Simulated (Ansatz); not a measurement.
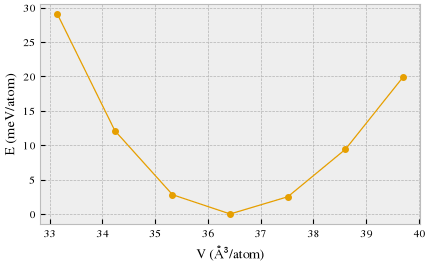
Figure. AgI (wurtzite, P6_3mc) under volume change, the program Ansatz at the PBE level (PAW), shape and atoms relaxed at each volume.

**Question.** What does a third-order Birch–Murnaghan fit give for V₀, B₀ and B′?

**Answer.** V₀ = 36.42 Å³/atom, B₀ = 25.9 GPa, B′ = 5.3.

The PBE relaxation kept the symmetry of its start. The run is not spin-polarised. Spin–orbit coupling is left out wherever it is not named.

Potentials: the earlier of the program's two PAW sets.
